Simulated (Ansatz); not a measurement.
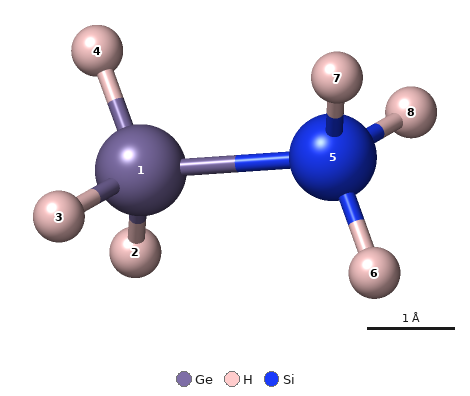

Fig. 1: The structure as given in the input (ball-and-stick view, seen at a tilt; atoms are numbered from 1 in the order of the input). Sticks mark near contacts.

# GeSiH₆: single-point calculation

GeSiH₆, computed with RHF-MP2, frozen core/def2-QZVPP (Ansatz 0.2.0).

The geometry comes from this level: PBE0-D4/def2-TZVP.

**What the program printed**
```
Functional definition: HF
  name "HF"
  cite "Fock, Z. Phys. 61, 126 (1930) doi:10.1007/BF01340294"
  parent pbe
  exchange = exact_x
  correlation = 0
2056 factors; integrals over basis functions are off by at most 8.1e-4 eV
mean field evaluation 1: about -64431.1028 eV, gradient 1.4e1 eV
mean field evaluation 2: about -64431.1571 eV, gradient 1.4e1 eV
mean field evaluation 4: about -64432.2963 eV, gradient 3.1e0 eV
mean field evaluation 8: about -64432.3079 eV, gradient 8.7e-2 eV
mean field -64432.30795121 eV, -2367.8436434201 hartree, gradient 1.8e-6 eV, S^2 0.000000; 0 other end points of the search recorded, 0 dependent functions left out
14 core orbitals not correlated: weight in the atoms' cores, before any rotation towards them, 1.000 or more for the frozen orbitals, at most 0.000 for the correlated occupied ones
reference -64432.30795121 eV, -2367.8436434201 hartree; 12, 12 occupied and 313, 313 virtual orbitals, 2056 factors
second order -18.36592502 eV of doubles, -0.00000000 eV of singles
Total energy: -64450.67387623 eV, -2368.5185787155 hartree
```

This output came from the following input.

**The input**
```yaml
crystal:
  periodic: [false, false, false]
  atoms:
    - {symbol: Ge, position_ang: [-1.044611, -0.868618, -0.211406]}
    - {symbol: H, position_ang: [-0.283028, -1.827394, -1.141745]}
    - {symbol: H, position_ang: [-1.053471, -1.472426, 1.202854]}
    - {symbol: H, position_ang: [-2.498133, -0.770062, -0.703957]}
    - {symbol: Si, position_ang: [-0.021083, 1.277511, -0.199957]}
    - {symbol: H, position_ang: [1.382830, 1.175388, 0.278626]}
    - {symbol: H, position_ang: [-0.769297, 2.194395, 0.700000]}
    - {symbol: H, position_ang: [-0.019759, 1.849086, -1.572446]}
basis:
  gaussian: {orbitals: "def2-QZVPP.json"}
correlation: {method: mp2}
```

Launch command:
```bash
ansatz run in.yaml --threads 4 --pin off --events-out ev --progress --plain --max-ram 9574MiB
```

**Results in brief**

```csv
quantity,value
outcome,converged
total energy,−64450.6739 eV
mean-field energy,−64432.3080 eV
SCF solution under orbital rotations,stable
hardware,"4 threads of Arm Neoverse V2, 23 GiB of memory available, shared host"
wall time,7 s (CPU time 27 s)
peak memory,1.2 GiB
```
